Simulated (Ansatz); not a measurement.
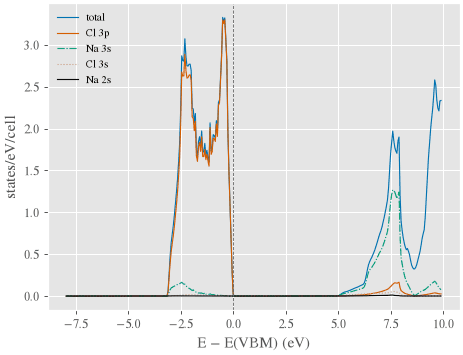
*Total and projected density of states of NaCl (CsCl type, Pm-3m), DFT-r²SCAN in the program Ansatz with PAW potentials*

Task: Which orbitals carry the states next to the gap?

Result: Top 1 eV of the valence band: Cl 3p 99 %. Bottom 1 eV of the conduction band: Na 3s 69 %, Cl 3s 21 %, Cl 3p 7 %. Projections are on Löwdin-orthogonalised atomic valence shells; empty p or d shells of many metals are not among them.

Task: Where is the tallest occupied peak in this window, and what makes it?

Result: Near -0.5 eV, about 3.3 states/eV per cell; the largest projected share is Cl 3p.

This is a known high-pressure phase of the composition, computed here at zero pressure and temperature. The r²SCAN relaxation kept the symmetry of its start; of distortions, only those at the zone centre were tested.

Potentials: the earlier of the program's two PAW sets.
